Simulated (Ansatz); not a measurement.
The calculation's input:

```
crystal:
  periodic: [false, false, false]
  atoms:
    - { symbol: Ta, position_ang: [-0.248035, -0.276952, 0.0169] }
    - { symbol: Cl, position_ang: [2.077508, -1.026506, -0.028356] }
    - { symbol: "N", position_ang: [0.155671, 0.378628, 1.813794] }
    - { symbol: H, position_ang: [1.051374, 0.282762, 2.255622] }
    - { symbol: H, position_ang: [-0.432135, 1.015904, 2.31858] }
    - { symbol: F, position_ang: [0.013742, 0.250506, -1.766996] }
    - { symbol: Cl, position_ang: [-2.185947, 1.030128, 0.080823] }
    - { symbol: Cl, position_ang: [-1.239566, -2.340389, 0.141403] }
    - { symbol: S, position_ang: [1.990505, 2.600459, -0.619981] }
    - { symbol: H, position_ang: [1.614978, 2.534751, -1.89471] }
    - { symbol: H, position_ang: [2.666406, 1.408508, -0.643978] }
basis:
  gaussian: { orbitals: def2-SVP }
hamiltonian:
  xc: hf
relax:
  f_tol: 0.03
  max_steps: 50
output:
  orbitals: {}
```

Command:

```sh
ansatz run input.yaml --threads 4 --pin off --max-ram 5120MiB --backend cpu --events-out ev --progress --plain --runs-dir out
```

The fields are those of the run's last geometry, not of the input's.

Core potentials replace the inner electrons of Ta.

These are results of RHF/def2-SVP (Ansatz), not measurements.

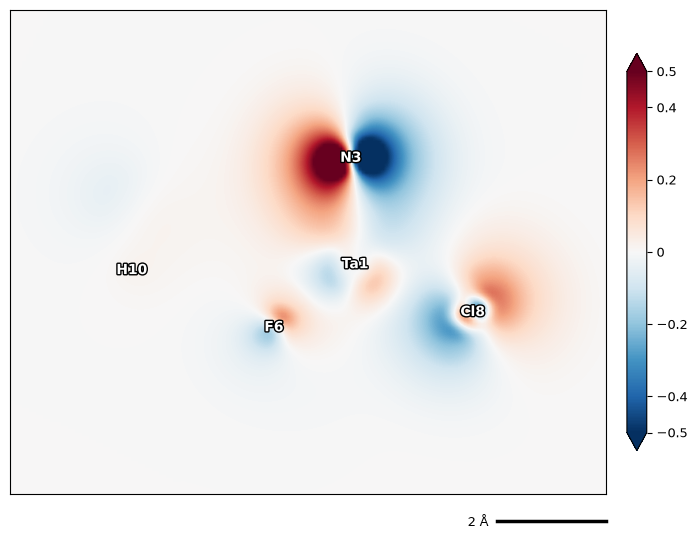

Cl$_{3}$FH$_{2}$NTa···H$_{2}$S. The HOMO−1 on the plane of atoms F6, Ta1 and Cl8 (values in Å⁻³ᐟ²; the overall sign is arbitrary).

What is the character of this orbital?

Answer. By Hirshfeld shares it lies mainly on N3 (about 40 %), Cl7 (about 20 %), Cl2 (about 15 %), Cl8 (about 10 %) and Ta1 (about 10 %); largely a combination of lone pairs on N3, Cl7, Cl2 and Cl8. Its energy is −12.28 eV.
